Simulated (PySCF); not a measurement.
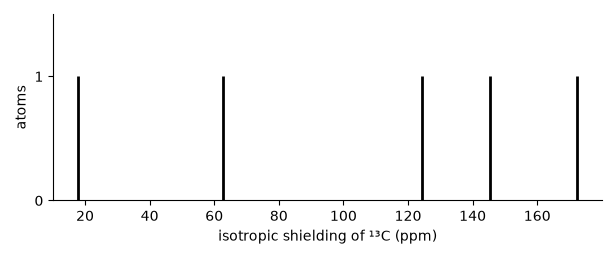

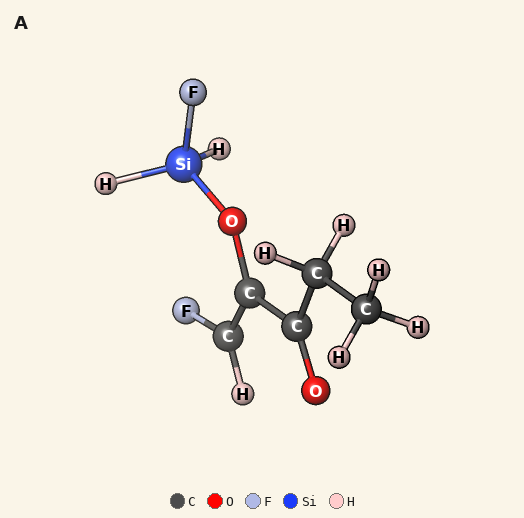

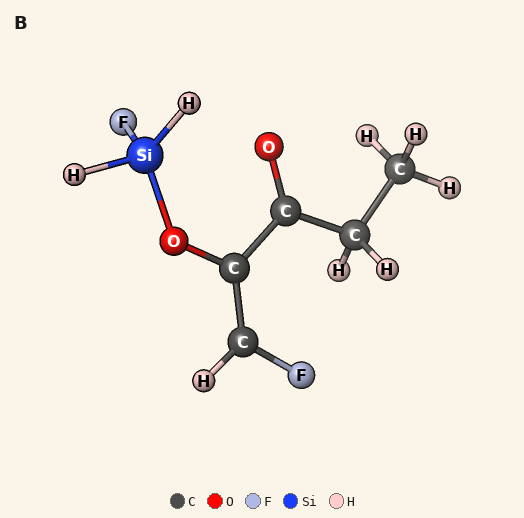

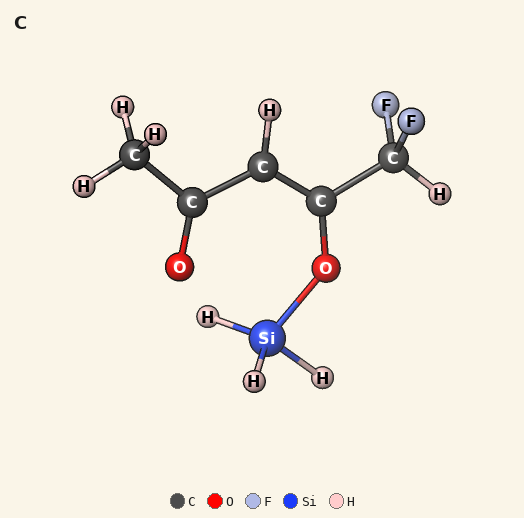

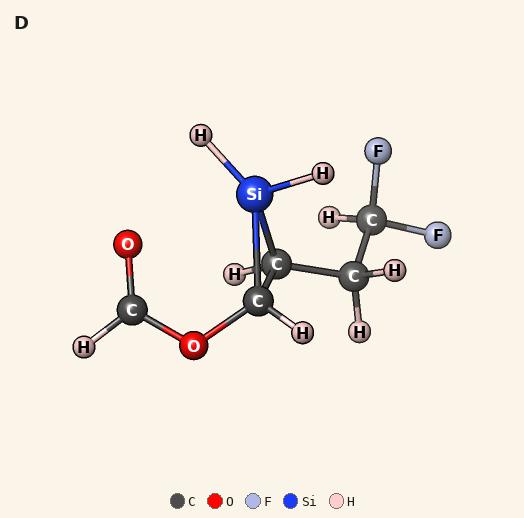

The sticks are computed shieldings of one of the molecules, for one fixed geometry (GFN2-xTB) without averaging over rotations. Low shielding means a high chemical shift. Method: GIAO PBE0/pcSseg-1 NMR shielding, non-relativistic, gas phase (PySCF 2.14.0).

### Match the spectrum to a structure.

D, `O=CO[C@@H]1[SiH2][C@H]1CC(F)F`. Its 5 C atoms give lines at 17.9, 62.6, 124.3, 145.5, 172.3 ppm.

The geometry is semi-empirical. Around Si such bond lengths and angles can be off by a tenth of an ångström or more and by several degrees, and values that hang on the shape move with them.
